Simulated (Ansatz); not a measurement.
# Profile along the C–Hf line in HfC (rock salt)

HfC (rock salt)

```yaml
crystal:
  lattice:
    - [0.00000, 2.30362, 2.30362]
    - [2.30362, 0.00000, 2.30362]
    - [2.30362, 2.30362, 0.00000]
  atoms:
    - { symbol: C, position: [0.00000, 0.00000, 0.00000] }
    - { symbol: Hf, position: [0.50000, 0.50000, 0.50000] }
```

Fields along a shortest C–Hf line of a {100} plane (2.30 Å), from C to Hf, interpolated on the slice's grid (step about 0.1 Å). Method: PBEsol (plane waves to 420 eV, PAW, scalar-relativistic; Ansatz, a first-principles code). k mesh 17×17×17. These are valence fields of a PAW run, semicore shells included where kept as valence: close to a nucleus they are smooth pseudo fields. HfC is run without spin polarisation. HfC was relaxed with its symmetry unable to fall. Spin-orbit coupling is left out, though Hf is heavy.

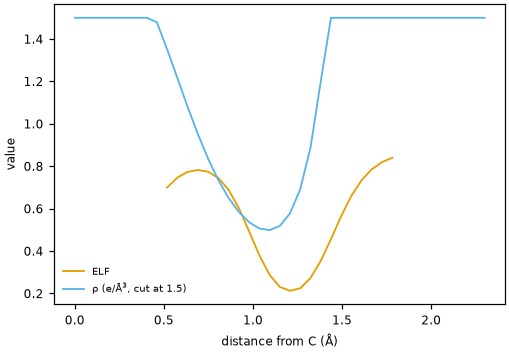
ELF (away from the nuclei) and valence density from C to Hf.

Density on the C–Hf line (2.30 Å) at its density minimum, 1.1 Å from C: 0.50 e/Å³. ELF at that point: 0.3.
